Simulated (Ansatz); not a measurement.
System: ClH5W···HCl.

Input file:

```
crystal:
  periodic: [false, false, false]
  atoms:
    - { symbol: W, position_ang: [-0.011206, 0.548483, -0.200058] }
    - { symbol: Cl, position_ang: [0.444343, 0.031786, 3.325567] }
    - { symbol: H, position_ang: [1.381254, -0.342362, -0.372517] }
    - { symbol: Cl, position_ang: [-0.769895, 2.40359, -1.341831] }
    - { symbol: H, position_ang: [-1.332539, -0.140044, 0.587861] }
    - { symbol: H, position_ang: [-0.237142, -1.073644, -0.473363] }
    - { symbol: H, position_ang: [0.362874, -0.021708, -1.693261] }
    - { symbol: H, position_ang: [1.265899, 1.071175, 0.814963] }
    - { symbol: H, position_ang: [1.337913, 0.736124, 2.65184] }
basis:
  gaussian: { orbitals: def2-SVP }
hamiltonian:
  xc: hf
relax:
  f_tol: 0.03
  max_steps: 50
output:
  orbitals: {}
```

Run with:

```sh
ansatz run input.yaml --threads 1 --pin off --max-ram 2048MiB --backend cpu --events-out ev --progress --plain --runs-dir out
```

The fields are those of the run's last geometry, not of the input's.

Core potentials replace the inner electrons of W.

Level of theory: RHF/def2-SVP (Ansatz 0.2.0).

**What can the converged electron density and electron localisation function tell about the bonding?**

W1···Cl2 (3.20 Å): the density falls to about 0.07 e/Å³ on the way; the ELF dips to about 0 between them.
W–Cl (2.31 Å): ρ at the midpoint is about 0.64 e/Å³; the ELF peaks at about 0.85 in the valence shell of Cl, 0.8 Å from its nucleus, and is about 0.40 at the midpoint.
W–H (1.64 Å): ρ at the midpoint is about 1.7 e/Å³; the ELF climbs to about 1 towards the hydrogen.

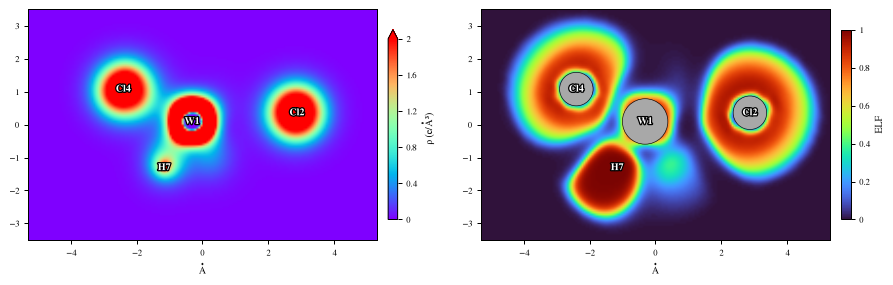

Computed electron density and electron localisation function on the plane of atoms Cl4, W1 and H7, in this order. Grey discs cover the atomic cores in the ELF map. 
